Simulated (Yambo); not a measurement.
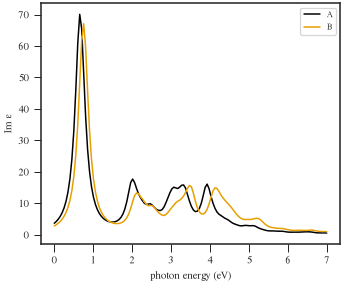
Figure: Two computed absorption spectra of C (space group C2/m, No. 12, within 0.06 Å of R-3m) (Yambo, PBEsol bands with the same scissor, field along x)

Axes are Cartesian, with cell vectors (Å) (2.13, -1.23, -0.01), (2.13, 1.23, -0.01), (-1.39, 0.00, 3.38).

Task: Which curve includes the electron-hole attraction (BSE)?

Result: Curve A: the attraction moves weight to lower energy (centre of the plotted range 2.1 eV against 2.3 eV). Settings: 12×12×8 mesh, 2 valence and 1 conduction bands, static screening with 10 bands and a 4 Ry block, scissor 0.10 eV, Tamm-Dancoff. The scissor comes from a G0W0 run whose convergence isn't established. Broadening 0.15 eV. The band window holds all transitions up to 9.8 eV. On this mesh the peak heights and the fine structure are mesh artefacts; only the shift of weight is robust.

Geometry relaxed with PBE+D3(BJ); primitive cell a = b = 2.465 Å, c = 3.659 Å, α = β = 109.38°, γ = 60.00°.

This is not the ordinary phase of the substance; no match was found in the copy of COD used, and its stability was not checked.
